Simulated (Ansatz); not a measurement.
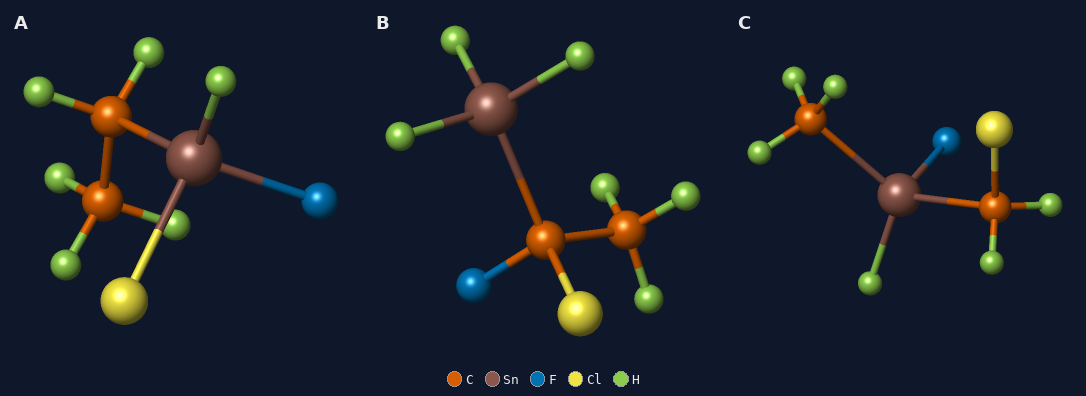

The picture comes from a calculation with Ansatz.

Which panel belongs to which SMILES?
(1) C[CH2][Sn@H]([F])[Cl]
(2) C[C@@](F)(Cl)[SnH3]
(3) [CH3][Sn@@H]([F])[CH2]Cl

A is (1), B is (2), C is (3).
